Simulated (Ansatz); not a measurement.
# Calculations on Mg63WSi32

**1. Relaxation**

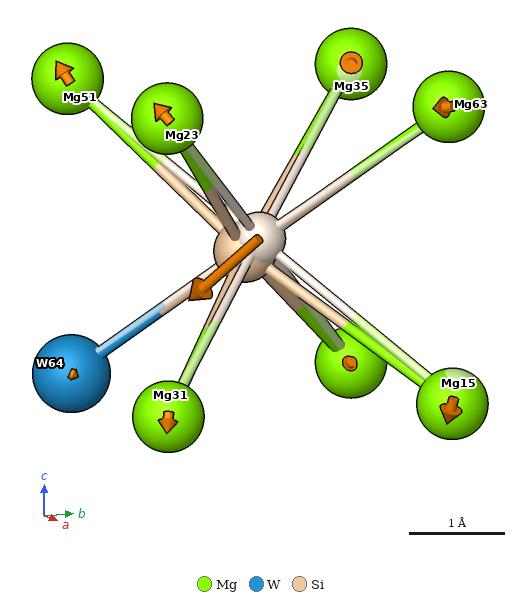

This is a relaxation of a defect cell of composition Mg₆₃WSi₃₂ (cell charge −1). The starting structure is drawn faded, the final one solid; orange arrows show the displacements, magnified 5 times.

The picture is a ball-and-stick view of the atoms within 4.2 Å of the atom that moves most (axes of the cell of the calculation (origin shifted)), seen slightly off an axis.

Theory: DFT, PBEsol, PAW, plane waves (Ansatz). Settings: plane-wave cutoff 420 eV; k-point mesh 1 × 1 × 1; mesh shifted by (0.25, 0.25, 0.25); collinear spin; atoms relaxed in a fixed cell; force threshold 0.03 eV/Å; at most 80 steps.

> What happened in the run?

The largest move is that of a Si atom, 0.24 Å along [−3 −2 −3]. By element the largest moves are Si 0.24 Å, Mg 0.10 Å, W 0.02 Å. The lattice vectors keep their values. Some distances before and after: Si–W 2.735 → 2.490 Å, Mg–Si 2.742 → 2.927 Å, Mg–Si 2.705 → 2.847 Å, Mg–Si 2.730 → 2.848 Å. Over 3 geometry steps the energy falls by 0.783 eV per cell of the calculation. The largest force component goes from 1 to 0.013 eV/Å. The run took 7.6 s on 1 × NVIDIA GB200 with 8 threads of Arm Neoverse-V2, peak memory 2.3 GiB.

Limits of the set-up: the cell is charged, on a uniform background, and energies carry no finite-size correction.

**2. Relaxation**

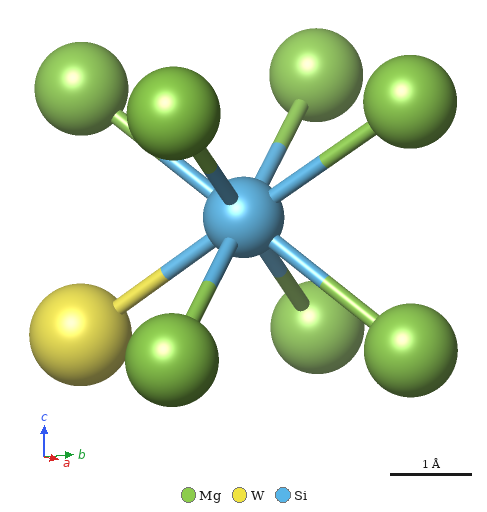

A defect cell of composition Mg63WSi32, before the relaxation. The picture is a ball-and-stick view of the atoms within 4.2 Å of the atom that moves most (axes of the cell of the calculation (origin shifted)), seen slightly off an axis.

These are results of Ansatz 0.2.0, DFT, PBEsol, PAW, plane waves, not measurements.

Settings: plane-wave cutoff 420 eV; k-point mesh 1 × 1 × 1; mesh shifted by (0.25, 0.25, 0.25); no spin polarisation; atoms relaxed in a fixed cell; force threshold 0.03 eV/Å; at most 80 steps.

```xyz
96
Lattice="12.6495 0.0000 0.0000 0.0000 12.6495 0.0000 0.0000 0.0000 12.6495" Properties=species:S:1:pos:R:3 pbc="T T T"
Mg    4.7520    1.6010    1.5811
Mg    4.7482    1.5650    7.9103
Mg    4.7178    7.9072    1.5894
Mg   11.0775    1.5968    1.5931
Mg   11.0806    1.5838    7.9245
Mg   11.0815    7.9255    1.6183
Mg   11.0555    7.8835    7.8970
Mg    1.5603    4.7612    1.5673
Mg    1.6050    4.7385    7.9097
Mg    1.5616   11.0726    1.5901
Mg    1.5685   11.0909    7.9129
Mg    7.9148    4.7740    1.5880
Mg    7.9123    4.7360    7.8985
Mg    7.8930   11.0492    1.5510
Mg    7.9342   11.0769    7.9285
Mg    1.5711    1.5645    4.7549
Mg    1.5734    1.5755   11.0492
Mg    1.6029    7.9352    4.7455
Mg    1.5664    7.8845   11.0610
Mg    7.9323    1.5845    4.7577
Mg    7.9036    1.5813   11.0545
Mg    7.9062    7.9324    4.7307
Mg    7.9337    7.8960   11.0314
Mg    1.5852    1.5737    1.5824
Mg    1.5758    1.5725    7.9408
Mg    1.5679    7.8942    1.5735
Mg    1.6225    7.9042    7.9451
Mg    7.9371    1.5356    1.5814
Mg    7.9234    1.5868    7.9111
Mg    7.8949    7.9179    1.5538
Mg    7.8854    7.8920    7.9274
Mg    4.7203    4.7387    4.7334
Mg    4.7385    4.7283   11.0810
Mg    4.7472   11.0805    4.7500
Mg    4.7629   11.0448   11.0691
Mg   11.0923    4.7525    4.7687
Mg   11.0943    4.7645   11.0519
Mg   11.0501   11.0810    4.7640
Mg   11.0719   11.0679   11.0656
Mg    4.7378    4.7318    1.5855
Mg    4.7121    4.7511    7.9119
Mg    4.7543   11.0928    1.5502
Mg    4.7487   11.0667    7.8996
Mg   11.0475    4.7272    1.5725
Mg   11.0994    4.7018    7.9291
Mg   11.0916   11.0878    1.5740
Mg   11.0710   11.0646    7.9218
Mg    4.7204    1.5697    4.7350
Mg    4.7298    1.5899   11.0395
Mg    4.7528    7.9273    4.7555
Mg    4.7422    7.9045   11.0204
Mg   11.0607    1.5831    4.7616
Mg   11.0775    1.5622   11.0559
Mg   11.0174    7.9175    4.7548
Mg   11.0578    7.8722   11.0811
Mg    1.5381    4.7494    4.7439
Mg    1.5593    4.7661   11.0511
Mg    1.5494   11.0738    4.7716
Mg    1.6021   11.0761   11.0696
Mg    7.9097    4.7235    4.7584
Mg    7.8982    4.7308   11.0947
Mg    7.8970   11.0763    4.7069
Mg    7.9224   11.0722   11.0526
W     4.7421    7.8919    7.9272
Si   12.6426   12.6184   12.6228
Si   12.6069   12.6335    6.3246
Si    0.0040    6.2933   12.6378
Si    0.0155    6.3554    6.3742
Si    6.2992    0.0225    0.0172
Si    6.2966    0.0033    6.3465
Si    6.2895    6.3496    0.0142
Si    6.3070    6.2853    6.3524
Si    3.1422    3.1730    0.0163
Si    3.1648    3.1380    6.3132
Si    3.1718    9.4872   12.6378
Si    3.1842    9.4636    6.3264
Si    9.4965    3.1622   12.6439
Si    9.5027    3.1681    6.3418
Si    9.4433    9.4835    0.0065
Si    9.4761    9.4735    6.3204
Si    3.1901    0.0202    3.1722
Si    3.2363    0.0161    9.4891
Si    3.1559    6.3481    3.1684
Si    3.1656    6.3229    9.4642
Si    9.5438   12.6386    3.1747
Si    9.4804    0.0364    9.5125
Si    9.4871    6.3305    3.1629
Si    9.4649    6.3266    9.4965
Si   12.6404    3.1391    3.1719
Si    0.0015    3.1747    9.5145
Si    0.0052    9.4658    3.1818
Si    0.0001    9.4925    9.4742
Si    6.3360    3.1616    3.1828
Si    6.3302    3.1280    9.5241
Si    6.3387    9.4913    3.1591
Si    6.3384    9.4567    9.5035
```

Q: What does the optimiser find from here?

A: The atom that moves furthest is Si96 (0.25 Å along [−3 −2 −3]). By element the largest moves are Si 0.25 Å, Mg 0.09 Å, W 0.02 Å. The lattice vectors keep their values. Near-neighbour distances that change, for instance: W64–Si96 2.735 → 2.492 Å, Mg63–Si96 2.742 → 2.948 Å, Mg23–Si96 2.705 → 2.855 Å, Mg35–Si96 2.730 → 2.858 Å. The energy falls by 0.861 eV per cell of the calculation in 3 geometry steps. Largest force component: 1.1 eV/Å at the start, 0.016 eV/Å at the end.

After the run, drawn alike:

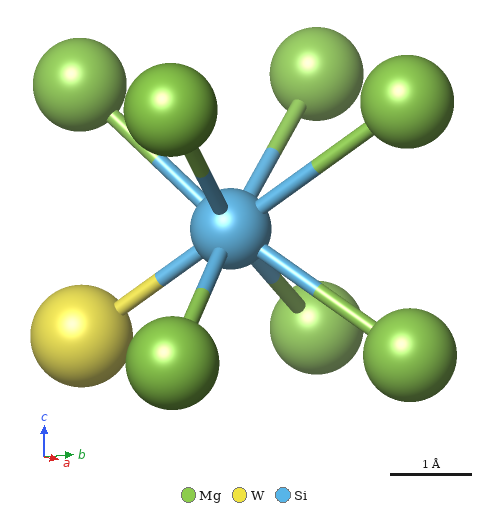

**3. Defect**

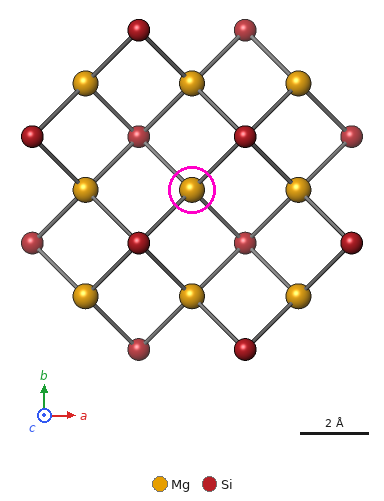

Perfect Mg2Si. A ball-and-stick model of the atoms within 6.0 Å of one point, in a slice 4.2 Å thick across the line of sight, seen along the c axis.

These are results of Ansatz 0.2.0, DFT, PBEsol, PAW, plane waves, not measurements. (plane-wave cutoff 420 eV; k-point mesh 1 × 1 × 1; mesh shifted by (0.25, 0.25, 0.25); collinear spin) Fermi-Dirac smearing of 0.01 eV. A uniform background neutralises the charged cell. The axes drawn are those of the host's conventional cell.

A magnesium atom is replaced by tungsten at the ringed place, in charge state +1. The supercell has 96 sites, and the atoms are relaxed at the host's cell.

> How do the neighbours respond?

In the host the Mg atom has 4 Si at 2.74 Å, 6 Mg at 3.16 Å; the W atom ends with 4 Si at 2.49 to 2.54 Å. Of the host's atoms, a silicon atom moves furthest from its site, by 0.24 Å. The cell's net moment is 3.00 μB.

The relaxed defect, seen from the same direction:

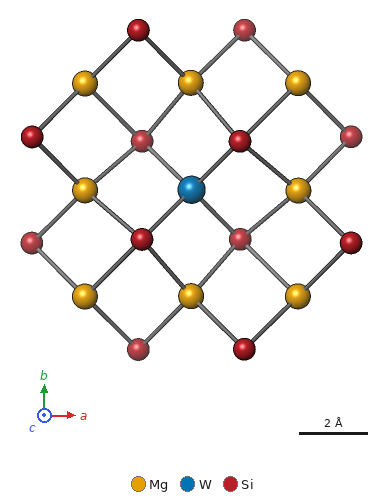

Limits of the set-up: the cell is charged, on a uniform background, and energies carry no finite-size correction.

**4. Defect**

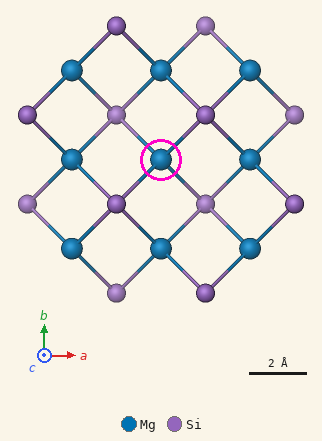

Perfect Mg$_{2}$Si. The picture is a ball-and-stick view of the atoms within 6.0 Å of one point, in a slice 5.0 Å thick across the line of sight, seen along the c axis.

Level of theory: DFT, PBEsol, PAW, plane waves (Ansatz 0.2.0). (plane-wave cutoff 420 eV; k-point mesh 1 × 1 × 1; mesh shifted by (0.25, 0.25, 0.25); collinear spin) Fermi-Dirac smearing of 0.01 eV. A uniform background neutralises the charged cell. The axes drawn are those of the host's conventional cell.

A magnesium atom is replaced by tungsten at the ringed place, in charge state −1. The supercell has 96 sites, and the atoms are relaxed at the host's cell.

### How do the neighbours respond?

In the host the Mg atom has 4 Si at 2.74 Å, 6 Mg at 3.16 Å; the W atom ends with 4 Si at 2.49 to 2.56 Å. Of the host's atoms, a silicon atom moves furthest from its site, by 0.24 Å. The cell's net moment is 1.00 μB.

The relaxed defect, seen from the same direction:

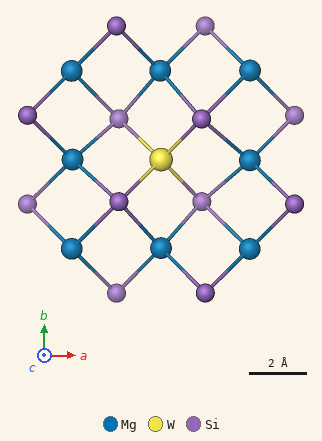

Limits of the set-up: the cell is charged, on a uniform background, and energies carry no finite-size correction.
